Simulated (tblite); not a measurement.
# C4H13NSeSi: the cost of one run

Programs: tblite 0.8.0 and PySCF 2.14.0, with density-fitted response routines of our own. Each step states its level of theory. These are calculated values for one molecule in the gas phase, unless marked as measured. Atoms are numbered from 0 throughout.

## 1. The starting structure

20 atoms, charge 0, multiplicity 1; geometry from: force field or distance geometry start.

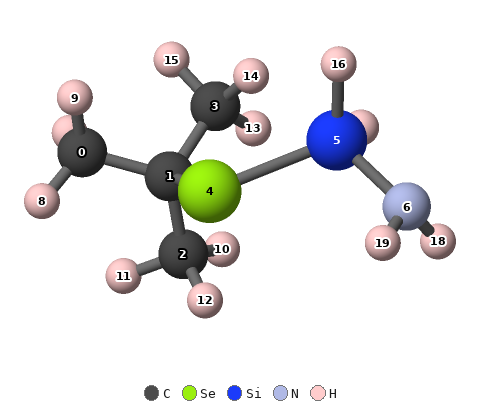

As it starts; carbon dark grey, selenium green, silicon blue, nitrogen light blue, hydrogen pink, atoms numbered; sticks join atoms by distance.

## 2. Relaxing the molecule with GFN2-xTB

The job: settings as JSON, then the geometry in Å.

```
{"job": {"kind": "relax", "xc": "GFN2-xTB", "basis": "xTB"}, "charge": 0, "multiplicity": 1}
C     -2.327000    -0.056100     0.837200
C     -1.013000    -0.241700     0.106300
C     -0.970600    -1.527800    -0.666100
C     -0.822400     0.999900    -0.751900
Se     0.491000    -0.307200     1.354600
Si     2.202300     0.845900     0.357900
N      3.736700    -0.047900     0.397900
H     -3.070600     0.187300     0.037300
H     -2.628300    -0.945300     1.420300
H     -2.271800     0.859600     1.456800
H     -0.864600    -1.394300    -1.756300
H     -1.955100    -2.049400    -0.503000
H     -0.206300    -2.207700    -0.265200
H     -0.629200     0.686800    -1.798300
H      0.009200     1.624700    -0.330800
H     -1.728100     1.650000    -0.652200
H      2.421000     2.140700     1.056400
H      1.833600     1.048300    -1.056200
H      3.939900    -0.580900    -0.469200
H      3.848200    -0.674100     1.221600
```

The run is started by

```bash
$ OMP_NUM_THREADS=1 python probes_run.py task.json out
```

One launch serves the whole session: the jobs run in the order shown.

**Question.** How long does this first job take on 1 thread of Arm Neoverse N1, shared host?

About 2.9 s.
